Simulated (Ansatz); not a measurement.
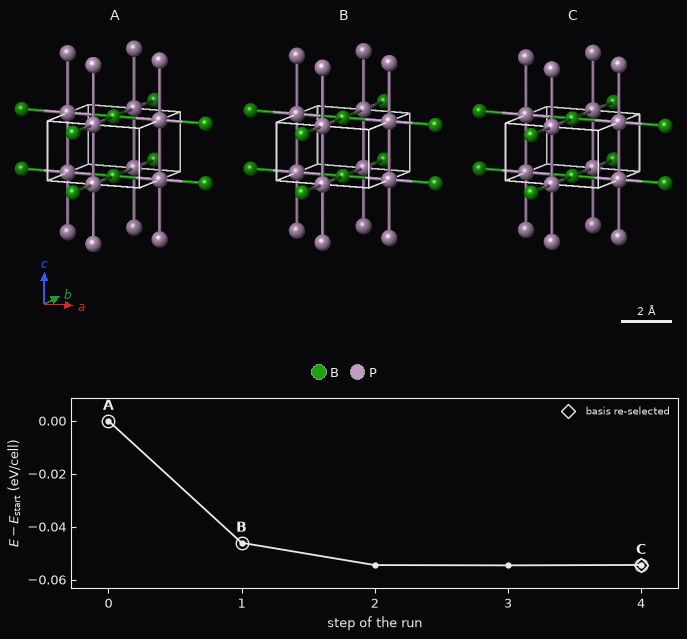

Frames of a relaxation of a crystal of BP2 (a generated structure, set up in P4/mmm) (coarse preliminary run), marked on the history of the run. A ball-and-stick model of the cell of the calculation, seen slightly off an axis.

These are results of DFT PBE, scalar-relativistic, plane waves, PAW (Ansatz), not measurements.

Input file:
```yaml
crystal:
  lattice:
    - [4.0326263106, 0.0, 0.0]
    - [0.0, 4.0326263106, 0.0]
    - [0.0, 0.0, 2.4323009823]
  atoms:
    - { symbol: B, position: [0.5, 0.5, 0.0] }
    - { symbol: P, position: [0.0, 0.5, 0.0] }
    - { symbol: P, position: [0.5, 0.0, 0.0] }
basis:
  ecutwfc: 420
kpoints:
  mp_grid: { grid: [4, 4, 8] }
hamiltonian:
  xc: pbe
scf:
  occupations: { method: gaussian, width: 0.1 }
  lower_state_search: "off"
output:
  forces: true
  stress: true
  eigenvalues: true
relax:
  adjacent_minimum: "off"
  f_tol: 0.04
  max_steps: 70
  cell: { stress_tol: 0.4 }
```

Run as
```bash
ansatz run input.yaml --threads 1 --pin off --max-ram 2048MiB --backend cpu --events-out ev --progress --plain --runs-dir out
```

What happens along the run?

The energy falls by 54.5 meV per cell of the calculation in 3 accepted moves (4 points after the start). All forces vanish by symmetry, so only the cell relaxes. Pressure: −0.73 GPa at the start and 0.05 GPa at the end. At 1 point the geometry stayed and the basis and grid were re-selected for the new cell (energy shift of 0.1 meV per cell of the calculation at most each time). The atoms keep their places relative to the cell (all moves are under 0.005 Å). The drawn cell changes as follows: a = b 4.033 → 4.076 Å (+1.1 %), c 2.432 → 2.344 Å (−3.6 %); the volume changes by −1.6 %. Near-neighbour distances that change, for instance: P2–P2 2.432 → 2.344 Å, B1–P2 2.016 → 2.038 Å. The space group stays P4/mmm (No. 123). From step 0 to 1: volume −1.1 %, energy −46.1 meV per cell of the calculation. From step 1 to 4: volume −0.4 %, energy −8.4 meV per cell of the calculation.

```
step  E − E(0), meV/atom  pressure, GPa  volume, Å³/atom                      note
   0                0.00          -0.73           13.185                          
   1              -15.35          -0.16           13.033                          
   2              -18.16           0.37           12.940                          
   3              -18.20           0.06           12.978                          
   4              -18.15           0.05           12.978  same geometry, new basis
```

Limits of the set-up: the k-point mesh is coarse for a cell with partly filled bands.
